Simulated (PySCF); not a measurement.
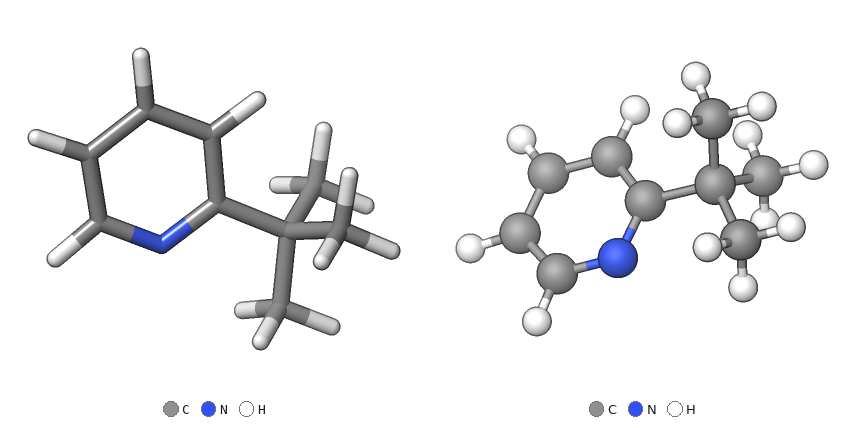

Both panels show the same species.

**Give the formula.**

C9H13N, 23 atoms: 9 carbon, 13 hydrogen and 1 nitrogen.

**Give a SMILES string for it.**

CC(C)(C)c1ccccn1

The parts below concern this one geometry. Atoms keep their numbers from picture to picture. Computed geometry: PBE0-D3(BJ)/def2-SVP optimisation. No frequency run is at hand to confirm it as a minimum.

Symmetry

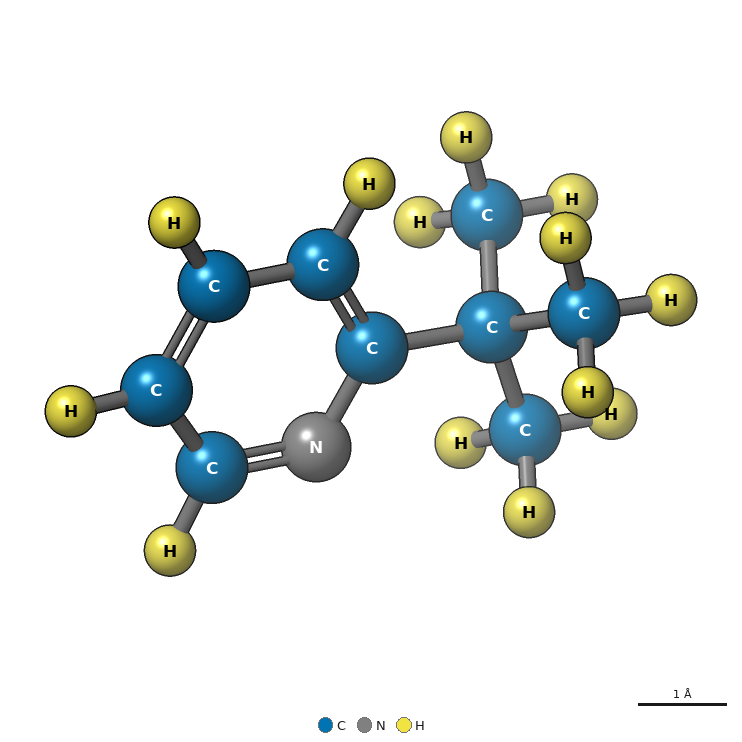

Depth is shown by fading: the farther an atom, the more it takes the colour of the background. No frequency run is at hand to confirm it as a minimum. Masses are those of the most abundant isotopes; constants are for the rigid equilibrium geometry.

**Classify the rotor and give the rotational constants (cm⁻¹).**

An asymmetric top (Cs): A = 0.0864, B = 0.0330, C = 0.0283 cm⁻¹. Ray's parameter κ is −0.84, nearer the prolate limit.

NMR shielding

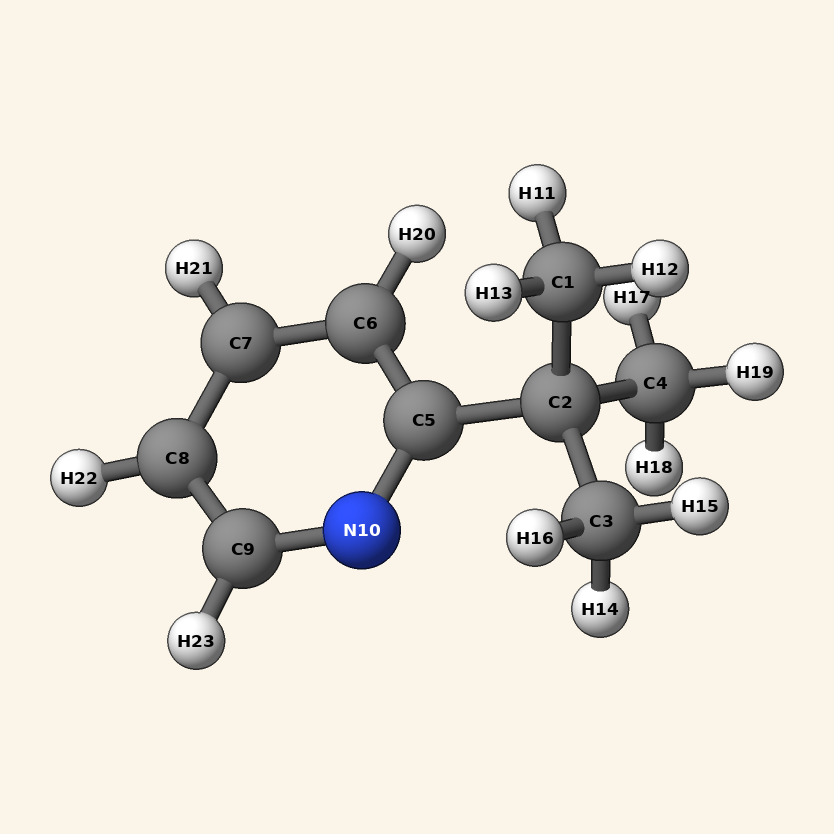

No frequency run is at hand to confirm it as a minimum. Properties computed with GIAO PBE0/pcSseg-1 NMR shielding, non-relativistic, IEF-PCM cyclohexane (PySCF 2.14.0). Principal shieldings σ11 ≤ σ22 ≤ σ33, span Ω = σ33 − σ11, skew κ = 3(σiso − σ22)/Ω.

Give the shielding tensors of the C atoms.

```
  atom    σ11    σ22    σ33   σiso      Ω     κ
C1, C4  130.5  142.4  180.6  151.2   50.1  0.52
    C2  137.9  139.5  159.5  145.6   21.5  0.85
    C3  144.0  145.7  175.7  155.1   31.7  0.89
    C5  −84.5  −29.7  142.3    9.4  226.8  0.52
    C6  −52.7   48.1  177.9   57.8  230.6  0.13
    C7  −72.4   22.6  178.1   42.8  250.5  0.24
    C8  −53.7   52.5  176.1   58.3  229.8  0.08
    C9  −77.7   26.6  142.9   30.6  220.6  0.05
```

Shieldings and span in ppm.

Electronic properties

No frequency run is at hand to confirm it as a minimum. Level of theory: PBE0/pcSseg-1 in water (IEF-PCM) (PySCF 2.14.0).

What does the calculation give?

- dipole moment: 2.73 D
- HOMO energy (Kohn–Sham orbital): −7.35 eV
- LUMO energy (Kohn–Sham orbital): −0.69 eV
- HOMO–LUMO gap: 6.66 eV

Charges

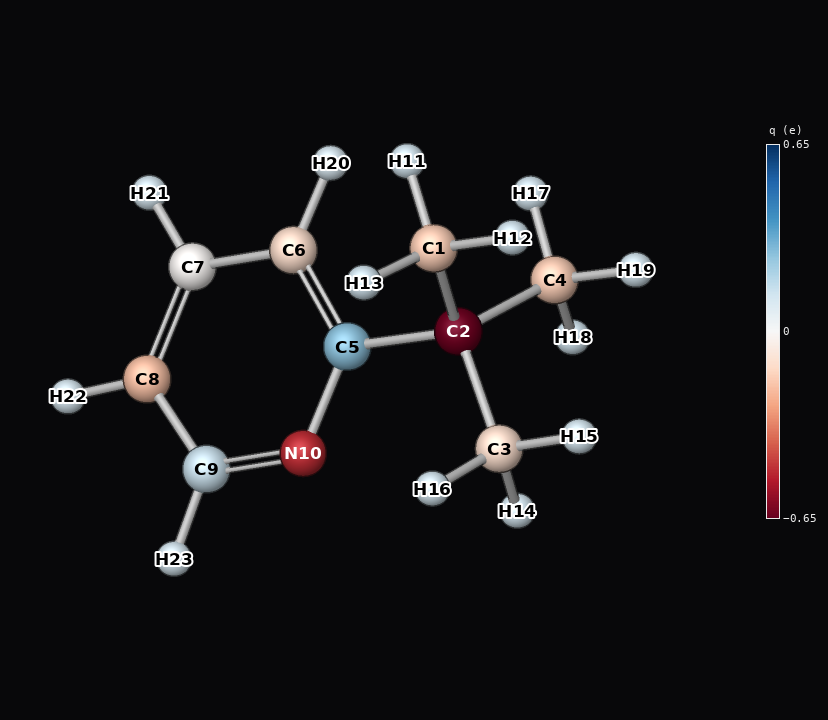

Atoms are coloured by their Mulliken charges. No frequency run is at hand to confirm it as a minimum. Level of theory: PBE0/pcSseg-1 in cyclohexane (IEF-PCM) (PySCF 2.14.0).

Give the Mulliken charges atom by atom.

```
atom  value (e)
  C1      −0.16
  C2      −0.64
  C3      −0.11
  C4      −0.16
  C5       0.27
  C6      −0.11
  C7      −0.01
  C8      −0.19
  C9       0.14
 N10      −0.48
 H11       0.11
 H12       0.12
 H13       0.12
 H14       0.11
 H15       0.11
 H16       0.11
 H17       0.11
 H18       0.12
 H19       0.12
 H20       0.10
 H21       0.11
 H22       0.11
 H23       0.11
```

Mulliken values depend strongly on the basis set and can even reverse the polarity of a bond.
